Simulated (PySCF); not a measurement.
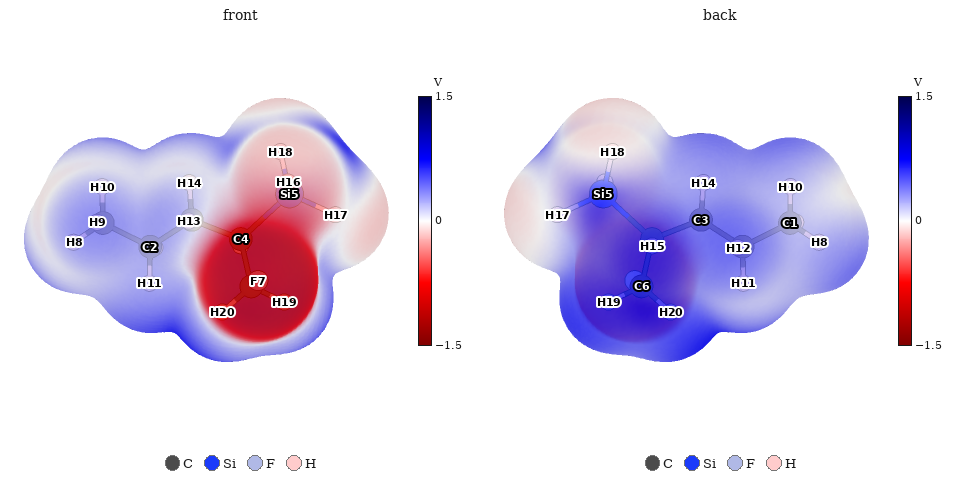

C5H13FSi. The electrostatic potential painted on the density surface at 0.001 e/bohr³, seen from the front and from behind; red is negative and blue positive.

Geometry: GFN2-xTB.

All numbers below come from PBE0/pcSseg-1, SCF density, gas phase, non-relativistic in PySCF 2.14.0.

```xyz
20

C     2.8724   -0.1543    0.2897
C     1.4529   -0.6863    0.4485
C     0.4144    0.3661    0.0600
C    -1.0333   -0.0601    0.3252
Si   -2.2053    1.4556    0.2898
C    -1.5018   -1.1107   -0.6690
F    -1.6358   -0.5647   -1.9273
H     3.5992   -0.9109    0.5773
H     3.0609    0.1281   -0.7439
H     3.0233    0.7221    0.9169
H     1.3361   -1.5773   -0.1719
H     1.2923   -0.9824    1.4887
H     0.5218    0.6119   -0.9987
H     0.6234    1.2760    0.6289
H    -1.0813   -0.5294    1.3137
H    -2.0834    2.1476   -0.9888
H    -3.5752    0.9852    0.5051
H    -1.8007    2.3384    1.3869
H    -2.4882   -1.5016   -0.3978
H    -0.7968   -1.9427   -0.7703
```

Question: Which sites attract a positive test charge, and which a negative one?

Answer: A positive charge is drawn to the negative regions and a negative charge to the positive ones. The most negative region (about −1.0 V, or −23 kcal/mol for a unit charge) lies over F7, the most positive (about +0.7 V, or +16 kcal/mol for a unit charge) over C6, H15, H19 and H20.

Question: What dipole moment does the calculation give?

Answer: Its dipole moment is 1.88 D.
